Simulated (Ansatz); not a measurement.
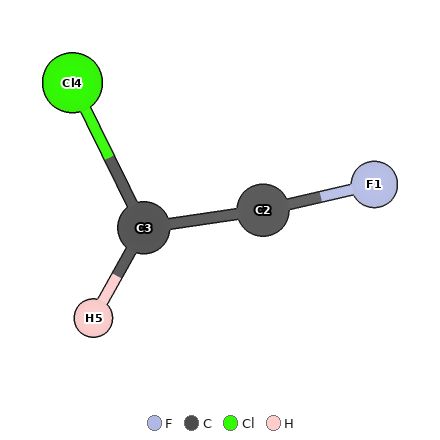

The system is C₂HClF, SMILES F[C+]=CCl, charge +1; the picture shows the reference structure. Coordinates scanned: (1) bond length C2–C3; (2) angle C2–C3–Cl4. Nothing is relaxed (all other coordinates rigid). The grid has 15 × 15 points. Points are written as (first, second). Energies are in kJ/mol, from the lowest grid point. All numbers below come from Ansatz, RKS r2SCAN-D4/def2-TZVP.

Its coordinates:

```xyz
5

F    -0.0839   -1.0264    1.6894
C     0.1098   -0.4000    0.6685
C     0.2118    0.2645   -0.4219
Cl   -1.3659    0.5652   -1.0295
H     1.1282    0.5968   -0.9064
```

Range: bond length C2–C3 from 1.127 to 1.601 Å; angle C2–C3–Cl4 from 73.6 to 143.6°.

Predict the map.

Answer. The lowest grid point is at (1.297 Å, 108.6°). It is the only kind of minimum in the scanned range. The highest grid point, (1.601 Å, 73.6°), lies 269 kJ/mol above the lowest. Round the minimum the two coordinates are weakly coupled (coupling −0.14 in units of the two stiffnesses).

| angle C2–C3–Cl4 ↓, bond length C2–C3 → | 1.127 | 1.161 | 1.195 | 1.229 | 1.263 | 1.297 | 1.330 | 1.364 | 1.398 | 1.432 | 1.466 | 1.500 | 1.534 | 1.567 | 1.601 |
| --- | --- | --- | --- | --- | --- | --- | --- | --- | --- | --- | --- | --- | --- | --- | --- |
| 143.6 | 117 | 76 | 49 | 35 | 31 | 35 | 44 | 59 | 77 | 98 | 122 | 146 | 172 | 196 | 222 |
| 138.6 | 115 | 72 | 45 | 29 | 23 | 25 | 33 | 47 | 64 | 84 | 106 | 129 | 154 | 178 | 203 |
| 133.6 | 113 | 70 | 40 | 23 | 16 | 17 | 24 | 36 | 52 | 72 | 93 | 116 | 140 | 164 | 188 |
| 128.6 | 112 | 67 | 37 | 19 | 11 | 11 | 17 | 28 | 44 | 62 | 83 | 106 | 129 | 153 | 178 |
| 123.6 | 110 | 64 | 34 | 15 | 6 | 6 | 12 | 23 | 38 | 56 | 77 | 99 | 123 | 147 | 171 |
| 118.6 | 108 | 62 | 31 | 12 | 3 | 2 | 8 | 19 | 34 | 52 | 73 | 96 | 120 | 144 | 169 |
| 113.6 | 106 | 60 | 29 | 10 | 1 | 1 | 6 | 17 | 33 | 52 | 73 | 96 | 120 | 145 | 170 |
| 108.6 | 105 | 59 | 28 | 9 | 0 | 0 | 6 | 18 | 34 | 53 | 75 | 99 | 124 | 149 | 175 |
| 103.6 | 104 | 58 | 27 | 9 | 1 | 1 | 8 | 20 | 37 | 57 | 80 | 104 | 130 | 156 | 183 |
| 98.6 | 105 | 59 | 29 | 10 | 3 | 3 | 11 | 24 | 42 | 63 | 86 | 112 | 139 | 166 | 194 |
| 93.6 | 108 | 62 | 32 | 14 | 7 | 8 | 16 | 30 | 48 | 70 | 94 | 121 | 149 | 177 | 206 |
| 88.6 | 115 | 69 | 38 | 20 | 13 | 15 | 23 | 37 | 56 | 79 | 104 | 132 | 161 | 190 | 220 |
| 83.6 | 129 | 82 | 50 | 32 | 24 | 25 | 34 | 48 | 67 | 90 | 116 | 144 | 174 | 204 | 235 |
| 78.6 | 152 | 103 | 70 | 51 | 42 | 43 | 50 | 64 | 82 | 105 | 131 | 159 | 189 | 219 | 251 |
| 73.6 | 191 | 140 | 105 | 83 | 72 | 71 | 76 | 89 | 106 | 127 | 152 | 179 | 208 | 238 | 269 |

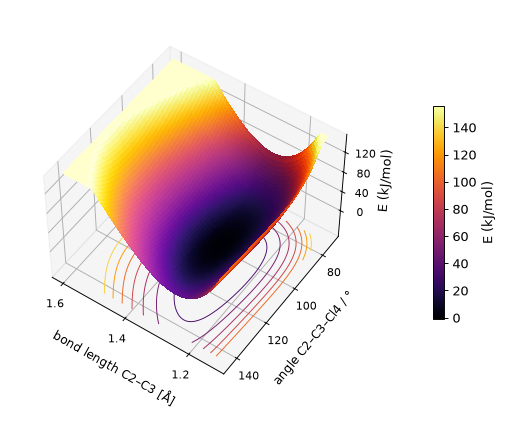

Drawn: a relief with its contours projected below, any walls above the top of the colour scale cut off. Between grid points the surface is interpolated.

Each point was launched as `ansatz run input.yaml --threads 1 --pin off --max-ram 2560MiB --backend cpu --events-out ev --progress --plain --runs-dir out`. Time for the 225 points that were run: 10 min on 1 thread of INTEL(R) XEON(R) PLATINUM 8581C CPU @ 2.30GHz (Emerald Rapids), on a shared host.
